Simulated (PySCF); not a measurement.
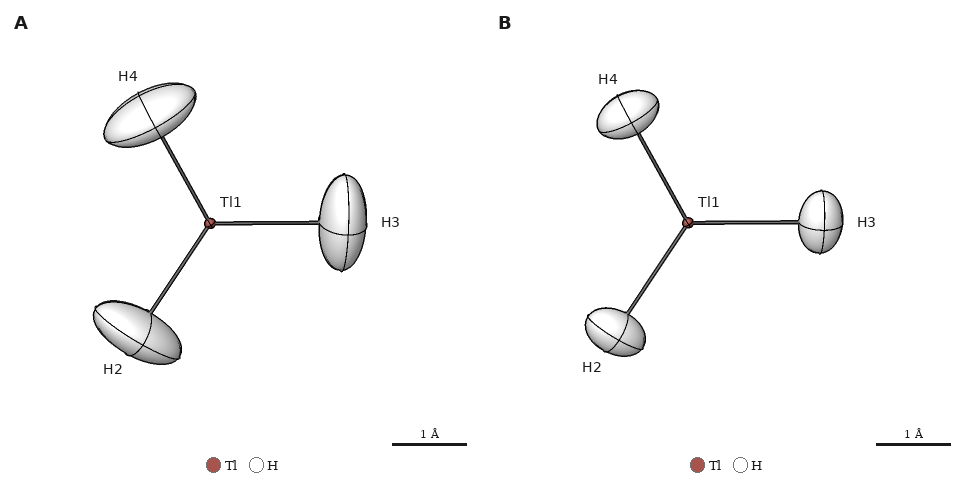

Displacement ellipsoids at the 50 % level, scaled by 2, from the internal vibrations of the free molecule (harmonic, no overall translation or rotation; no half-axis is drawn under 0.075 Å). Vibrations computed with RKS-based PBE0, Tl dyall-v2z, H def2-TZVP; non-relativistic; density fitting (PySCF 2.14.0). One panel is for 200 K, the other for 900 K.

Which panel is for 900 K?

A.

How much does the mean-square displacement of H3 grow, and why?

U_eq goes from 0.0136 to 0.0278 Å², a factor of 2.0. Modes below kT (626 cm⁻¹ at 900 K) grow about in proportion to T, and the lowest lies at 545 cm⁻¹; the mean-square amplitude of a mode is its zero-point value times coth(ħω/2kT), which comes close to 1 only above about 3kT.
